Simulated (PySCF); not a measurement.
# B$_{2}$H$_{5}$N, SMILES `BBN`: electronic structure

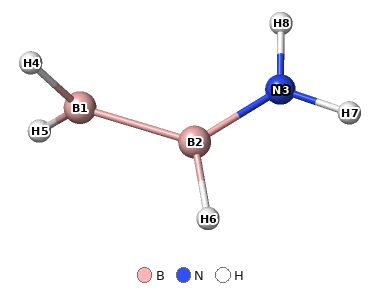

The molecule, with its atoms numbered as below. No frequency check shows the geometry to be a minimum.

Geometry (Å), atoms numbered from 1:

```
B1      -1.5183    0.1570    0.0002
B2      -0.0001   -0.4868    0.0001
N3       1.1927    0.2225    0.0000
H4      -2.1177    0.3670    0.9881
H5      -2.1169    0.3676   -0.9893
H6       0.1259   -1.6654   -0.0004
H7       2.1046   -0.2050   -0.0004
H8       1.2471    1.2276    0.0002
```

Part 1: Bonding charge

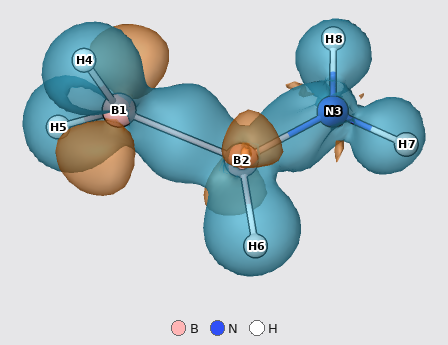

Deformation density (molecule less spherical, spin-averaged free atoms at the same positions), surfaces at ±0.1 e/Å³; light blue: gain, orange: loss.

PySCF calculation, TPSS/cc-pVDZ, gas phase; geometry: GFN2-xTB.

> How much density has each bond gained at its critical point, relative to the free atoms?

N3–H8: +0.79 e/Å³ at the bond critical point (bond length 1.01 Å, Mayer order 1.0). N3–H7: +0.78 e/Å³ at the bond critical point (bond length 1.01 Å, Mayer order 1.0). B1–B2: +0.48 e/Å³ at the bond critical point (bond length 1.65 Å, Mayer order 1.1). B1–H4: +0.39 e/Å³ at the bond critical point (bond length 1.17 Å, Mayer order 1.0). B1–H5: +0.39 e/Å³ at the bond critical point (bond length 1.18 Å, Mayer order 1.0). B2–H6: +0.35 e/Å³ at the bond critical point (bond length 1.19 Å, Mayer order 0.9). B2–N3: +0.30 e/Å³ at the bond critical point (bond length 1.39 Å, Mayer order 1.6). In all, 1.8 electrons gather in the regions of gain relative to the promolecule.

Part 2: Bond critical points

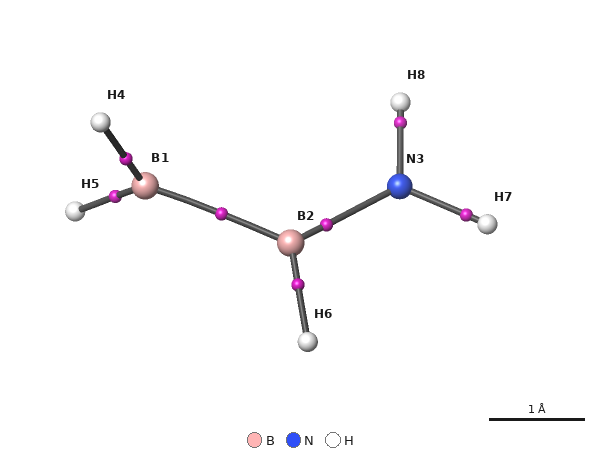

Molecular graph of the electron density (QTAIM): bond paths, bond critical points (magenta), ring points (cyan, if any); weak paths are dashed.

> How many critical points of each kind are there, and does the count close?

8 nuclei, 7 bond, 0 ring and 0 cage critical points: 8 − 7 + 0 − 0 = 1, as the Poincaré–Hopf relation requires.

> Give the properties at the bond critical points.

```
 bond  length (Å)  ρ (a.u.)  ∇²ρ (a.u.)     ε  H (a.u.)
N3–H8       1.007     0.338       −1.53  0.04    −0.436
N3–H7       1.007     0.337       −1.53  0.04    −0.434
B2–N3       1.388     0.198       +1.03  0.09    −0.134
B1–H4       1.174     0.176       −0.04  0.54    −0.178
B1–H5       1.176     0.176       −0.04  0.54    −0.178
B1–B2       1.649     0.170       −0.40  0.03    −0.118
B2–H6       1.185     0.169       −0.02  0.31    −0.169
```

> What kind of interaction is N3–H8?

Shared-shell (covalent): ρ = 0.338, ∇²ρ = −1.53, H = −0.436 a.u.

Part 3: Local ionisation energy

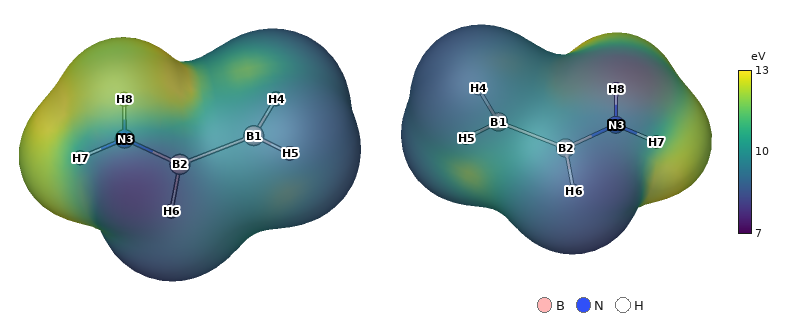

Average local ionisation energy on the surface of electron density 0.001 a.u. (back view left, front view right).

> Locate the minima of the map.

The lowest value is 7.8 eV, over N3, off the plane of its three bonds (2.0 Å), and at like points elsewhere. Further minima include 8.3 eV, 1.4 Å from H6. For comparison, the highest occupied orbital lies at −6.6 eV.

> What volume does the surface enclose, and what is the dipole moment?

About 79 Å³; the dipole moment is 2.2 D.

Part 4: Removing or adding an electron

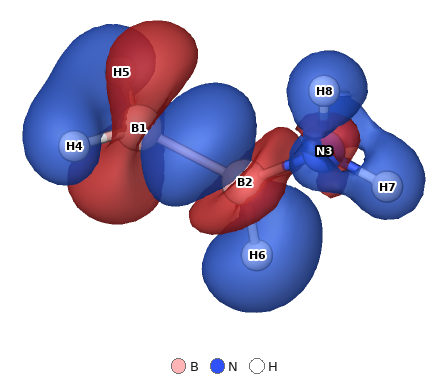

Dual descriptor f⁺ − f⁻ at ±0.02 e/Å³ (red positive, blue negative).

Level of theory: PBE0/aug-cc-pVDZ (PySCF), at a geometry from GFN2-xTB.

> Which atoms come out as electrophilic, and which as nucleophilic?

Electrophilic (positive): B1 (+0.09) and H8 (+0.08). Nucleophilic (negative): H6 (−0.10) and B2 (−0.07). f⁻ (Hirshfeld-condensed) is largest on B1 (0.23), B2 (0.19) and H6 (0.16); the vertical ionisation energy is 10.42 eV. f⁺ (Hirshfeld-condensed) is largest on B1 (0.31); the vertical electron affinity is 0.05 eV (the stability of the anion's solution wasn't checked; the anion's highest orbital has positive energy, so this value and f⁺ depend on the basis).
